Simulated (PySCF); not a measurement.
# The bond of AlF, level by level

Aim: find the lowest electronic state of AlF, scan its bond at several levels of theory, and get bond length, wavenumber and dissociation energy from each curve.

Method: Al 3-21G, F 3-21G, no relativity; program: PySCF 2.14.0.

## 1. Input

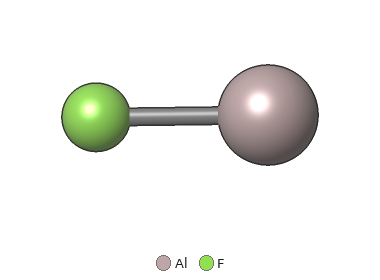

The two atoms at the starting distance (aluminium light grey, fluorine green).

A driver script around PySCF takes these settings:

| Property | Result |
| --- | --- |
| atoms | Al, F |
| charge | 0 |
| basis | Al 3-21G, F 3-21G |
| Hamiltonian | no relativity |
| basis functions | 22 |
| electrons treated | 22 |
| masses in u | 26.9815, 18.9984 |
| levels | PBE0, PBE, r²SCAN, TPSSh, BP86, M06-2X, HSE06, HF, MP2, SCS-MP2, CCSD, CCSD(T) |
| grid | 80 radial by 434 angular points |
| occupations | held fixed by the projection of orbital angular momentum |
| dissociation limit | Al + F, each in its ground configuration |
| starting distance in angstrom | 1.810 |
| values of 2S to try | 0, 2 |

After this run come: The PBE0 curve of the state that the search chose; PBE; r²SCAN (meta-GGA); TPSSh (hybrid meta-GGA); BP86; M06-2X; HSE06 (range-separated hybrid); RHF (mean field); MP2 and coupled cluster.

What does the calculation give? Wanted: for each run, Re; ωe; De; μ.

As calculated:

Lowest PBE0 solution found, without spin–orbit coupling: ¹Σ⁺ (singlet), closed shell. The other levels ran on it alone.

```csv
level,Re (Å),ωe (cm⁻¹),De (eV),μ (D)
RHF,1.661,884,4.44,-1.01
RHF-MP2,1.677,857,5.87,n/a
RHF-SCS-MP2,1.677,856,5.77,n/a
RHF-CCSD,1.678,853,5.63,n/a
RHF-CCSD(T),1.681,843,5.71,n/a
PBE,1.702,792,6.66,-0.47
BP86,1.704,788,6.58,-0.43
r²SCAN,1.688,821,6.44,-0.44
TPSSh,1.691,816,6.27,-0.51
PBE0,1.683,831,6.19,-0.68
HSE06,1.683,829,6.20,-0.68
M06-2X,1.670,864,6.39,-0.98
```

De is counted to Al + F in their ground configurations. A positive dipole means Al(−)F(+).

In words: The methods spread over 0.043 Å in bond length, from RHF to BP86. Of the levels with a De here, RHF gives the least (4.44 eV) and PBE the most (6.66 eV).

Correlated steps freeze 6 core orbitals. The basis is very small, so these numbers show the basis as much as the molecule. T1 is 0.021 near the minimum (highest on the curve 0.029), which may point to more than one leading configuration.
